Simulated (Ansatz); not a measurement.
**SiH2ClO (SMILES O[SiH]Cl) at UB3LYP/6-31G(d) (Cartesian functions)**

Aim: the vertical doublet–quartet gap of SiH2ClO at UB3LYP/6-31G* (Cartesian functions), from 2 runs. 

The calculation is run with Ansatz 0.2.0.

17 further runs of the same task are left out: 17 set aside as unsound or not needed.

## (1) The structure to begin with

SiH2ClO: 5 atoms, total charge 0, spin state doublet. As SMILES, `O[SiH]Cl`. The shape is that of a PBE0-D4/def2-TZVP optimisation. This is one conformer, not always the lowest.

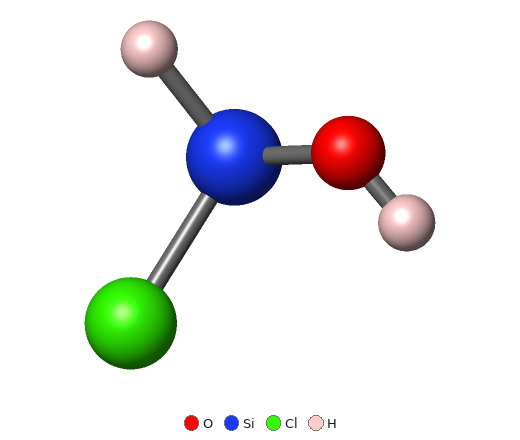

The structure, seen from a chosen angle (oxygen red, silicon blue, chlorine green, hydrogen pink).

## (2) The energy at UB3LYP/6-31G(d) (Cartesian functions)

input.yaml reads:

```yaml
crystal:
  periodic: [false, false, false]
  atoms:
    - {symbol: O, position_ang: [-0.806100, -0.432000, -0.746500]}
    - {symbol: Si, position_ang: [-0.092300, 0.479800, 0.414000]}
    - {symbol: Cl, position_ang: [1.606600, -0.440800, 1.143600]}
    - {symbol: H, position_ang: [-1.024100, -1.343200, -0.540000]}
    - {symbol: H, position_ang: [0.316000, 1.736300, -0.271100]}
basis:
  gaussian: {orbitals: "6-31G*"}
accuracy: high
hamiltonian: {xc: {name: B3LYP}}
output: {orbitals: {seedname: orbitals}}
magnetization: {spin_polarized: true, initial_magnetization: 1}
```

Command:

```sh
ansatz run input.yaml --threads 1 --pin off --max-ram 2610MiB --events-out events.jsonl --progress --plain --runs-dir runs
```

What it wrote:

```text
Warning: RAYON_NUM_THREADS=1 ignored (pool sized by the plan → 1); use --threads N
Functional definition: B3LYP
  name "B3LYP"
  parameter a0 = 0.2
  parameter ax = 0.72
  parameter ac = 0.81
  exchange = (1 - a0 - ax)*slater_x + ax*b88_x + a0*exact_x
  correlation = (1 - ac)*vwn_rpa_c + ac*lyp_c
1133 factors; integrals over basis functions are off by at most 3.3e-9 eV
mean field evaluation 1: about -22476.2512 eV, gradient 3.5e1 eV
mean field evaluation 2: about -22461.0383 eV, gradient 7.1e1 eV
mean field evaluation 4: about -22480.5194 eV, gradient 2.5e0 eV
mean field evaluation 8: about -22480.6304 eV, gradient 1.3e-1 eV
mean field evaluation 16: about -22480.6305 eV, gradient 2.1e-4 eV
mean field -22480.63051726 eV, -826.1479335905 hartree, gradient 6.4e-8 eV, S^2 0.751501; 0 other end points of the search recorded, 0 dependent functions left out
reference -22480.63055099 eV, -826.1479348301 hartree; 21, 20 occupied and 36, 37 virtual orbitals, 1133 factors
Total energy: -22480.63055099 eV, -826.1479348301 hartree
```

Wall time 5.7 s (1 thread of Intel Xeon Platinum 8375C at 2.90GHz (Ice Lake), shared host); peak memory 0.24 GiB.

## (3) The quartet at the same level

job.yaml reads:

```yaml
crystal:
  periodic: [false, false, false]
  atoms:
    - symbol: O
      position_ang: [-0.806100, -0.432000, -0.746500]
    - symbol: Si
      position_ang: [-0.092300, 0.479800, 0.414000]
    - symbol: Cl
      position_ang: [1.606600, -0.440800, 1.143600]
    - symbol: H
      position_ang: [-1.024100, -1.343200, -0.540000]
    - symbol: H
      position_ang: [0.316000, 1.736300, -0.271100]
basis:
  gaussian: {orbitals: "6-31G*"}
magnetization: {spin_polarized: true, initial_magnetization: 3}
hamiltonian: {xc: {name: B3LYP}}
accuracy: high
output: {orbitals: {seedname: orbitals}}
```

Command:

```sh
ansatz run job.yaml --threads 1 --pin off --max-ram 2610MiB --events-out events.jsonl --progress --plain --runs-dir runs
```

What it wrote:

```text
Warning: RAYON_NUM_THREADS=1 ignored (pool sized by the plan → 1); use --threads N
Functional definition: B3LYP
  name "B3LYP"
  parameter a0 = 0.2
  parameter ax = 0.72
  parameter ac = 0.81
  exchange = (1 - a0 - ax)*slater_x + ax*b88_x + a0*exact_x
  correlation = (1 - ac)*vwn_rpa_c + ac*lyp_c
1133 factors; integrals over basis functions are off by at most 3.3e-9 eV
mean field evaluation 1: about -22465.2554 eV, gradient 4.1e1 eV
mean field evaluation 2: about -22405.7946 eV, gradient 1.1e2 eV
mean field evaluation 4: about -22471.3019 eV, gradient 1.5e1 eV
mean field evaluation 8: about -22472.6228 eV, gradient 1.6e0 eV
mean field evaluation 16: about -22472.7978 eV, gradient 1.4e-1 eV
mean field evaluation 32: about -22472.8031 eV, gradient 8.2e-4 eV
mean field evaluation 64: about -22472.7117 eV, gradient 3.9e0 eV
mean field -22472.80314160 eV, -825.8602828408 hartree, gradient 9.0e-8 eV, S^2 3.756310; 7 other end points of the search recorded, 0 dependent functions left out
reference -22472.80317684 eV, -825.8602841358 hartree; 22, 19 occupied and 35, 38 virtual orbitals, 1133 factors
Total energy: -22472.80317684 eV, -825.8602841358 hartree
```

It took 14 s on 1 thread of Intel Xeon Platinum 8375C at 2.90GHz (Ice Lake), shared host; peak memory 0.24 GiB.

## (4) What came out

Level: UB3LYP/6-31G* (Cartesian functions).

| quantity | value |
| --- | --- |
| doublet: total energy | -826.14793 Eh |
| doublet: HOMO energy (highest over α and β) | -5.93 eV |
| doublet: LUMO energy (lowest over α and β) | -2.87 eV |
| doublet: ⟨S²⟩ | 0.752 |
| quartet: total energy | -825.86028 Eh |
| quartet: HOMO energy (highest over α and β) | -1.73 eV |
| quartet: ⟨S²⟩ | 3.756 |
| vertical energy of the quartet above the doublet | 7.827 eV |

In words: At this shape the quartet lies 7.83 eV (755 kJ/mol) above the doublet.
